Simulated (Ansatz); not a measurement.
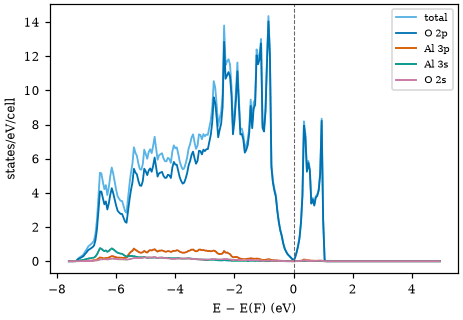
*Total and projected density of states of AlO2 in space group Pnma (No. 62; Al on 4c, O on 4c, O on 4c), PBEsol (plane waves, PAW; program Ansatz)*

Question: Which orbitals carry the states next to the Fermi level?

Answer: Within 0.5 eV of the Fermi level: O 2p 97 %. Projections are on Löwdin-orthogonalised atomic valence shells; empty p or d shells of many metals are not among them.

Question: Where is the tallest occupied peak in this window, and what makes it?

Answer: Near -0.8 eV, about 14 states/eV per cell; the largest projected share is O 2p.

The workflow started from a Materials Project entry (that database holds measured and hypothetical structures alike); the Crystallography Open Database copy checked does not list it. Its standing as an ambient phase is unchecked. The cell was relaxed with PBEsol under the symmetry of its start; whether a distortion lowers the energy is not shown. Magnetic state: ferromagnetic, chosen from 4 collinear starts compared on coarse meshes (ties went to the first, and starts can fall back to one state), not a proven ground state. No Hubbard U is applied. A small band overlap can be real or an error of a semilocal functional.

Potentials: the later of the program's two PAW sets.
